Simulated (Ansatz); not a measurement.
# SnH2 (SMILES [H][Sn][H]) at FCI/STO-3G

Aim: the energy change on altering one bond length of SnH2 at FCI/STO-3G, from 2 runs. 

Program for the calculation: Ansatz 0.2.0.

32 further runs of the same task are left out: 2 that didn't finish, 30 set aside as unsound or not needed.

**1. The system as given**

The species is SnH2 (3 atoms), meant as a singlet with charge 0. SMILES: `[H][Sn][H]`. Geometry: a GFN2-xTB relaxation, a rough one for these elements and not checked as a minimum.

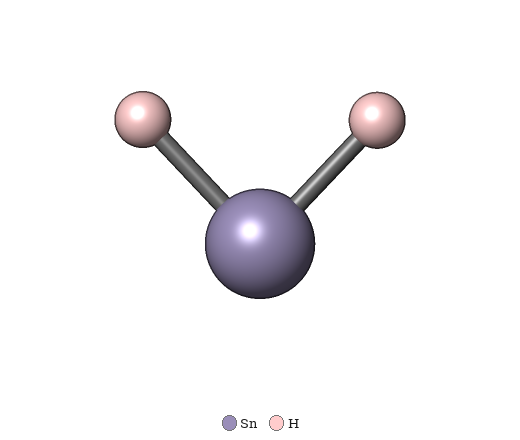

The structure, seen from a chosen angle (tin purple, hydrogen pink).

**2. A single-point energy at FCI/STO-3G**

job.yaml

```yaml
crystal:
  periodic: [false, false, false]
  atoms:
    - {symbol: Sn, position_ang: [0.005160, -0.008860, -0.870070]}
    - {symbol: H, position_ang: [1.236480, -0.017770, 0.442810]}
    - {symbol: H, position_ang: [-1.241640, 0.026630, 0.427260]}
basis:
  gaussian:
    orbitals: STO-3G
correlation:
  method: fci
  frozen_orbitals: {H: 0, Sn: 18}
accuracy: high
```

Launch:

```sh
ansatz run job.yaml --threads 1 --pin off --max-ram 2610MiB --events-out events.jsonl --progress --plain --runs-dir runs
```

Standard output:

```text
Warning: RAYON_NUM_THREADS=1 ignored (pool sized by the plan → 1); use --threads N
Functional definition: HF
  name "HF"
  exchange = exact_x
  correlation = 0
494 factors; integrals over basis functions are off by at most 5.0e-9 eV
mean field evaluation 1: about -162298.6282 eV, gradient 5.5e0 eV
mean field evaluation 2: about -162298.6396 eV, gradient 5.4e0 eV
mean field evaluation 4: about -162298.8482 eV, gradient 2.0e-1 eV
mean field evaluation 8: about -162298.8481 eV, gradient 3.5e-5 eV
mean field -162298.84808746 eV, -5964.3726571037 hartree, gradient 5.6e-9 eV, S^2 0.000000; 0 other end points of the search recorded, 0 dependent functions left out; unrestricted orbitals would lower it
mean field evaluation 16: about -162298.8995 eV, gradient 1.9e-1 eV
18 core orbitals not correlated: weight in the atoms' cores, before any rotation towards them, 1.000 or more for the frozen orbitals, at most 0.000 for the correlated occupied ones
reference -162298.84808746 eV, -5964.3726571037 hartree; 8, 8 occupied and 3, 3 virtual orbitals, 494 factors
state -162300.30729788 eV, -5964.4262820975 hartree
Total energy: -162300.30729788 eV, -5964.4262820975 hartree
```

It took 0.7 s on 1 thread of Arm Neoverse V1, shared host.

**3. The distorted shape, same level**

input.yaml

```yaml
crystal:
  periodic: [false, false, false]
  atoms:
    - {symbol: Sn, position_ang: [-0.302698, -0.006632, -1.198320]}
    - {symbol: H, position_ang: [1.236480, -0.017770, 0.442810]}
    - {symbol: H, position_ang: [-1.549498, 0.028858, 0.099010]}
basis:
  gaussian:
    orbitals: STO-3G
correlation:
  method: fci
  frozen_orbitals: {H: 0, Sn: 18}
accuracy: high
```

Launch:

```sh
ansatz run input.yaml --threads 1 --pin off --max-ram 2610MiB --events-out events.jsonl --progress --plain --runs-dir runs
```

Standard output:

```text
Warning: RAYON_NUM_THREADS=1 ignored (pool sized by the plan → 1); use --threads N
Functional definition: HF
  name "HF"
  exchange = exact_x
  correlation = 0
494 factors; integrals over basis functions are off by at most 4.9e-9 eV
mean field evaluation 1: about -162296.3753 eV, gradient 9.2e0 eV
mean field evaluation 2: about -162296.3864 eV, gradient 9.1e0 eV
mean field evaluation 4: about -162297.0664 eV, gradient 3.9e-1 eV
mean field evaluation 8: about -162297.0662 eV, gradient 4.9e-6 eV
mean field -162297.06617504 eV, -5964.3071730301 hartree, gradient 2.5e-8 eV, S^2 0.000000; 0 other end points of the search recorded, 0 dependent functions left out; unrestricted orbitals would lower it
mean field evaluation 16: about -162297.0625 eV, gradient 9.2e0 eV
18 core orbitals not correlated: weight in the atoms' cores, before any rotation towards them, 1.000 or more for the frozen orbitals, at most 0.000 for the correlated occupied ones
reference -162297.06617504 eV, -5964.3071730301 hartree; 8, 8 occupied and 3, 3 virtual orbitals, 494 factors
state -162299.02477422 eV, -5964.3791502223 hartree
Total energy: -162299.02477422 eV, -5964.3791502223 hartree
```

Run time: 0.73 s. Hardware: 1 thread of Arm Neoverse V1, shared host.

**4. What came out**

At FCI/STO-3G, 18 core orbitals frozen:

```
                                                          quantity           value
                                         first shape: total energy  -5964.42628 Eh
         first shape: correlation energy (18 core orbitals frozen)       -53.6 mEh
                                     distorted shape: total energy  -5964.37915 Eh
     distorted shape: correlation energy (18 core orbitals frozen)       -72.0 mEh
energy change with the Sn1–H2 bond stretched from 1.800 to 2.250 Å        1.283 eV
```

With the Sn1–H2 bond stretched from 1.800 to 2.250 Å the energy rises by 1.28 eV (124 kJ/mol). The first shape isn't relaxed at this level, so the change isn't measured from a minimum. The minimal basis adds a large error of its own. The restricted solution (first shape) is unstable to spin breaking: an unrestricted one lies lower. Relativity is left out (first shape) although the molecule holds a heavy atom. The restricted solution (distorted shape) is unstable to spin breaking: an unrestricted one lies lower. Relativity is left out (distorted shape) although the molecule holds a heavy atom.
